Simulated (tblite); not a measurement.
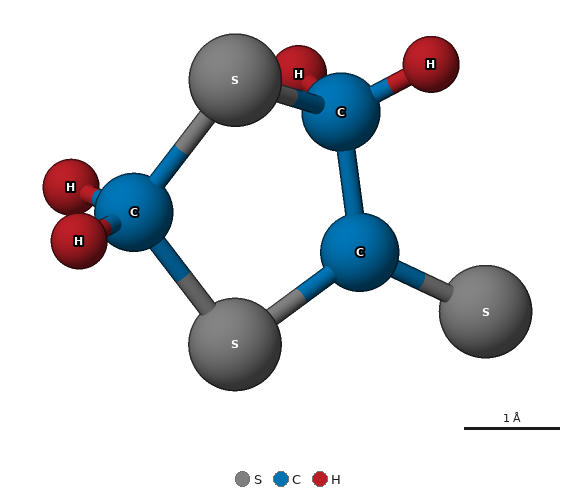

Fig. 1: The starting structure (ball-and-stick view, seen at a tilt).

# C$_{3}$H$_{4}$S$_{3}$: molecular dynamics (part 1 of 2)

The run: molecular dynamics of C$_{3}$H$_{4}$S$_{3}$. Method and program: GFN2-xTB Langevin dynamics, gas phase (tblite 0.8.0).

Input file:
```
{"job": {"dt": 1.5, "steps": 8000, "equilibration": 400, "friction": 0.005, "h_mass": 4.0, "temperature": 350, "xc": "GFN2-xTB", "basis": "xTB", "kind": "md"}, "charge": 0, "multiplicity": 1}
S      2.659501    -1.061201    -0.380160
C      1.121735    -0.576140    -0.193710
C      0.771565     0.718603     0.471350
S     -0.902482     0.625757     1.166189
C     -1.519684    -0.275282    -0.274547
S     -0.241739    -1.481015    -0.777072
H      0.805634     1.528539    -0.265084
H      1.471354     0.944000     1.274461
H     -2.426066    -0.810671    -0.006518
H     -1.704288     0.406027    -1.105020
```

The first line tells a small driver script what to run in tblite; the rest is the geometry in Å.

Run on 1 CPU thread, shared host.

Command:
```bash
OMP_NUM_THREADS=1 python <driver script> task.json out
```

Log:
```
t/fs     T/K   E - E0/eV
     0.0    355.9    -0.0000
   525.0    360.6     0.1988
  1050.0    254.2     0.4754
  1575.0    197.0     0.4629
  2100.0    517.2     0.3631
  2625.0    332.8     0.1842
  3150.0    346.1     0.2764
  3675.0    309.9     0.3448
  4200.0    383.8     0.2683
  4725.0    485.9     0.4973
  5250.0    378.0     0.4776
  5775.0    408.0     0.6769
  6300.0    386.9     0.6727
  6825.0    503.6     0.1911
  7350.0    486.4     0.3971
  7875.0    411.1     0.7381
  8400.0    340.2     0.4519
  8925.0    240.6     0.3194
  9450.0    304.3     0.2569
  9975.0    307.9     0.4174
 10500.0    341.3     0.2727
 11025.0    195.4     0.3686
 11550.0    250.4     0.2922
 12075.0    342.3     0.2710
 12600.0    252.1     0.4977
```

Trajectory as extended XYZ (Å, eV, eV/Å), 25 frames, from step=0 to step=8400:
```
10
Properties=species:S:1:pos:R:3:forces:R:3 step=0 time_fs=0.0 energy=-494.48996 temperature=355.9
S     2.6595   -1.0612   -0.3802    0.0010  -0.0020  -0.0020
C     1.1217   -0.5761   -0.1937    0.0000  -0.0010   0.0020
C     0.7716    0.7186    0.4713    0.0020   0.0000  -0.0010
S    -0.9025    0.6258    1.1662    0.0000  -0.0010   0.0000
C    -1.5197   -0.2753   -0.2745   -0.0020   0.0020   0.0000
S    -0.2417   -1.4810   -0.7771    0.0030   0.0010   0.0010
H     0.8056    1.5285   -0.2651   -0.0010   0.0010  -0.0010
H     1.4714    0.9440    1.2745   -0.0010   0.0000   0.0020
H    -2.4261   -0.8107   -0.0065   -0.0010  -0.0020   0.0010
H    -1.7043    0.4060   -1.1050   -0.0010   0.0010  -0.0020
10
Properties=species:S:1:pos:R:3:forces:R:3 step=350 time_fs=525.0 energy=-494.29116 temperature=360.6
S     2.5762   -1.7998   -0.1687    0.3380  -0.1520   0.1230
C     1.3296   -0.7858   -0.1114   -1.3730  -0.6310  -0.4680
C     1.3792    0.6445    0.1249   -0.0070   1.2470   0.3930
S    -0.2477    1.4238    0.4680   -0.0120  -0.2600  -0.5690
C    -1.1157    0.3118   -0.7080   -0.5370   0.3980   1.0230
S    -0.3240   -1.2840   -0.4712   -0.0780  -1.0120  -0.2670
H     1.8784    1.1264   -0.7142    0.0060   0.2760  -0.0810
H     1.9035    0.8599    1.0363    0.7150   0.1390   0.3970
H    -2.1914    0.2590   -0.4196    0.8160  -0.0650  -0.1600
H    -1.0206    0.6694   -1.7180    0.1310   0.0590  -0.3900
10
Properties=species:S:1:pos:R:3:forces:R:3 step=700 time_fs=1050.0 energy=-494.01458 temperature=254.2
S     2.2505   -1.6992    0.6524   -0.2490   1.4970   0.0070
C     1.3796   -0.2992    0.4147   -1.2860  -3.1060   0.2860
C     1.7990    0.8603   -0.3030    1.5220   2.2250  -1.0770
S     0.4923    2.1912   -0.3995    0.5990  -0.7650   0.3850
C    -0.7412    0.8929   -0.5330   -1.2230   0.4290   0.5610
S    -0.4208   -0.4610    0.6413    1.2920   0.6250   0.0430
H     2.0037    0.7368   -1.3962   -0.0290  -0.5810   0.7100
H     2.7645    1.2686    0.1163   -0.9410  -0.1910  -0.2180
H    -1.6943    1.3838   -0.2471    0.3210  -0.4710  -0.3830
H    -0.7872    0.4017   -1.4981   -0.0050   0.3380  -0.3140
10
Properties=species:S:1:pos:R:3:forces:R:3 step=1050 time_fs=1575.0 energy=-494.02707 temperature=197.0
S     2.3524   -0.4908    1.5302    0.5000   0.0200   0.1070
C     1.3291    0.3088    0.5649    0.6510   0.3060  -0.6240
C     1.7554    0.9551   -0.7662   -0.3450   0.6350   1.7790
S     0.4712    2.0100   -1.4390   -0.3440   0.8030   0.4480
C    -0.7287    0.7953   -0.8781   -0.6680   0.4640  -0.5200
S    -0.3272    0.3741    0.9137   -1.3500   0.1930  -1.2590
H     1.7931    0.1807   -1.4737    1.0300  -1.0840  -0.8750
H     2.6218    1.5832   -0.5764    0.3340  -0.4460  -0.3830
H    -1.7458    1.1865   -1.0825    0.5330  -0.2850   0.6370
H    -0.5263   -0.0100   -1.5880   -0.3420  -0.6060   0.6890
10
Properties=species:S:1:pos:R:3:forces:R:3 step=1400 time_fs=2100.0 energy=-494.12684 temperature=517.2
S     2.6086    1.2339    1.9558   -0.8070  -0.2480  -0.4070
C     1.4455    0.9818    0.8343   -0.2130   0.3950  -1.1380
C     1.7292    1.3699   -0.6480   -1.7990  -2.1010   1.3850
S     0.6490    0.3670   -1.7789    0.2010  -0.2450   0.2200
C    -0.8273    0.3959   -0.7143    1.7610   0.2440   1.1560
S    -0.1980    0.3353    1.0688    0.6930   0.5940  -0.4300
H     2.7309    1.1222   -0.8458    1.1560   0.0220  -0.4740
H     1.4205    2.3381   -0.8935    0.0520   1.6410   0.0980
H    -1.3934    1.2862   -0.8990   -0.3860   0.2750   0.1230
H    -1.3471   -0.5260   -0.7554   -0.6570  -0.5780  -0.5340
10
Properties=species:S:1:pos:R:3:forces:R:3 step=1750 time_fs=2625.0 energy=-494.30577 temperature=332.8
S     3.4732    0.5964    2.0655   -0.3700  -0.2530  -0.2230
C     2.2743    0.2604    1.0056    0.3710   0.4170   0.3580
C     2.1916    0.9732   -0.3082   -0.5500   1.1370   0.6170
S     1.3846   -0.0859   -1.4827   -0.1460  -0.6370  -0.6810
C     0.1252   -0.5499   -0.2570   -1.4320   0.2170  -1.3570
S     0.9124   -0.7728    1.3218    0.2860  -0.1760   0.5710
H     3.1631    1.2774   -0.6852    0.0720  -0.0530   0.0410
H     1.5636    1.9152   -0.1373    0.6180  -0.8880  -0.2700
H    -0.5772    0.3049   -0.2978    0.1900  -0.1790   0.6110
H    -0.4993   -1.4222   -0.5821    0.9620   0.4150   0.3330
10
Properties=species:S:1:pos:R:3:forces:R:3 step=2100 time_fs=3150.0 energy=-494.21356 temperature=346.1
S     2.4974    0.1293    3.9794   -0.2750  -0.2990  -0.9830
C     2.0662   -0.0128    2.4062   -0.8530   0.3610  -0.2690
C     2.7669    0.7441    1.2940    0.6890  -0.1950   1.2240
S     2.3579    0.1153   -0.3180   -1.0090   0.0290  -0.4910
C     0.5816   -0.1694    0.1007   -0.3260  -1.2590  -0.9620
S     0.5757   -0.8265    1.7864    0.7330   0.4110   0.8360
H     3.8425    0.5806    1.4195    0.0710  -0.0880  -0.0460
H     2.6494    1.8269    1.4415   -0.4260  -0.1460  -0.2790
H    -0.0791    0.6927   -0.0194    0.4260   0.1540   0.2470
H     0.1174   -0.9962   -0.5508    0.9690   1.0330   0.7230
10
Properties=species:S:1:pos:R:3:forces:R:3 step=2450 time_fs=3675.0 energy=-494.14520 temperature=309.9
S     2.7030   -0.4315    4.7337   -0.2340  -0.1190   0.1550
C     2.1532   -0.2064    3.2087    1.8220   0.9480   1.0010
C     2.4958    1.1113    2.5730   -0.8310   0.3820   0.0970
S     1.8104    1.1813    0.8984   -0.6050  -0.2330  -0.4080
C     0.7774   -0.3527    1.0733    1.1290   0.6710  -0.5040
S     1.6316   -1.4496    2.2155   -0.6210  -1.1160  -0.6420
H     3.5585    1.2365    2.3479    0.0070  -0.0480   0.7510
H     2.0894    1.9224    3.2331    0.4980  -0.4480  -0.6510
H    -0.1316   -0.0603    1.5335   -0.9930   0.0910   0.1270
H     0.6836   -0.7704    0.0782   -0.1720  -0.1300   0.0750
10
Properties=species:S:1:pos:R:3:forces:R:3 step=2800 time_fs=4200.0 energy=-494.22166 temperature=383.8
S     2.4992   -0.4181    4.6545    0.2120   0.0930   0.0540
C     2.0170   -0.2864    3.1014    0.0400   1.3660   0.7860
C     1.8177    1.0943    2.5043    0.7150  -0.4450  -1.2200
S     1.3156    0.9331    0.6935    0.2590  -0.0430   1.2240
C     0.5946   -0.6938    0.9844   -0.5960   0.2680   1.1530
S     1.6045   -1.6347    2.1836    0.0140  -0.7330  -0.8590
H     2.7878    1.6548    2.5112   -0.9400  -0.3090   0.1680
H     1.0057    1.6258    2.9777    0.0620   0.1850   0.3490
H    -0.3954   -0.7000    1.5065    0.4860   0.4070  -0.8130
H     0.5834   -1.1512    0.0345   -0.2510  -0.7880  -0.8410
10
Properties=species:S:1:pos:R:3:forces:R:3 step=3150 time_fs=4725.0 energy=-493.99264 temperature=485.9
S     3.1987   -2.1143    3.4972   -0.7790  -0.1920  -0.1480
C     1.8435   -1.5194    2.8175   -0.5030  -0.3780   0.5090
C     1.8556   -0.1478    2.2568   -0.4080   1.2190   0.6880
S     1.0343   -0.2446    0.6473   -0.6540  -0.0150   0.2030
C    -0.4188   -0.9564    1.4521    0.7660  -0.9140   0.7010
S     0.1615   -2.2734    2.6953    1.6000   1.4370  -0.3710
H     2.8351    0.2363    2.0248    0.6150  -0.2300   0.0670
H     1.4440    0.6295    3.0302    0.0120  -1.2120  -1.3560
H    -0.9336   -0.1563    1.9288   -0.3660   0.4360   0.6910
H    -1.0996   -1.5322    0.8735   -0.2820  -0.1510  -0.9840
10
Properties=species:S:1:pos:R:3:forces:R:3 step=3500 time_fs=5250.0 energy=-494.01240 temperature=378.0
S     2.7879   -3.4386    2.5245    0.1490  -0.0930  -0.0950
C     1.5292   -2.4859    2.1704   -0.0420   0.1810  -0.0590
C     1.6060   -1.1328    1.6227    1.3890   2.7180  -0.0370
S     0.0016   -0.5811    0.9260    1.9910   1.0960  -2.1060
C    -0.9210   -1.3442    2.1505   -0.6870  -0.2620   0.2590
S    -0.1024   -2.8555    2.5621   -0.2980  -1.9450   1.0270
H     2.3872   -0.8694    0.8557   -0.6610  -0.8890   0.4480
H     1.9171   -0.4043    2.4666   -0.6530  -0.8760  -0.7340
H    -1.0203   -0.6434    2.9398   -0.2740   0.2570   1.3160
H    -1.8629   -1.5953    1.7142   -0.9140  -0.1860  -0.0190
10
Properties=species:S:1:pos:R:3:forces:R:3 step=3850 time_fs=5775.0 energy=-493.81301 temperature=408.0
S     2.1941   -3.9817    2.1967    0.4300  -1.2990   0.0320
C     1.3380   -2.6856    2.5595   -0.0850   1.7600  -0.5250
C     2.0645   -1.3219    2.3374   -1.0180  -1.2330   2.6790
S     0.8267   -0.0041    2.1159   -0.4070  -0.6420   0.6320
C    -0.5911   -0.8909    3.0263    0.8750   0.2190   0.0080
S    -0.3749   -2.6636    2.9123    1.0160  -0.3840   0.1870
H     2.8062   -1.5206    1.6253    0.3400   0.3530  -1.9070
H     2.7589   -1.1993    3.2238   -1.1110   0.4100  -0.1090
H    -0.8352   -0.5725    4.0396    0.9220   0.1030   0.2290
H    -1.5105   -0.7647    2.5302   -0.9610   0.7130  -1.2270
10
Properties=species:S:1:pos:R:3:forces:R:3 step=4200 time_fs=6300.0 energy=-493.81728 temperature=386.9
S     2.6046   -3.5940    1.2554    0.2400   0.8240   0.2570
C     1.9601   -2.2053    1.8375   -0.8650  -0.7160  -0.0830
C     2.5182   -0.8803    2.1029    0.9520   1.0540   1.3870
S     1.3167    0.4646    1.8641   -0.2340   0.3770  -1.3510
C    -0.0727   -0.4798    2.5107    0.5250   0.0220   2.9220
S     0.2470   -2.2736    2.2967   -0.0120   0.1590  -0.5520
H     3.4942   -0.5814    1.7243   -0.1880  -0.3670  -1.0880
H     2.7496   -0.6901    3.1710   -0.3150  -0.9190   0.2690
H     0.1081   -0.3441    3.6859   -1.0870  -0.1390  -1.9550
H    -1.0828   -0.1537    2.1813    0.9850  -0.2940   0.1950
10
Properties=species:S:1:pos:R:3:forces:R:3 step=4550 time_fs=6825.0 energy=-494.29890 temperature=503.6
S     3.2881   -4.2058    1.0673    0.7800  -0.7460  -0.2160
C     2.0495   -3.4010    1.6800   -0.6650   0.5220   0.0590
C     1.8875   -1.9441    1.3726    0.2160   0.1400   0.2410
S     0.1209   -1.5698    1.4018    0.0710   0.4910   0.1780
C    -0.1486   -2.4905    2.9476    1.5260   0.1960  -0.2210
S     0.7781   -4.0876    2.6473   -0.3250   0.3450   0.4480
H     2.3783   -1.6985    0.4200   -0.4160  -0.0190   0.2390
H     2.3616   -1.3501    2.1680    0.0020  -0.0400  -0.1080
H     0.2020   -2.0143    3.8961    0.0000  -0.2400  -0.9060
H    -1.1943   -2.5936    2.9603   -1.1890  -0.6490   0.2850
```
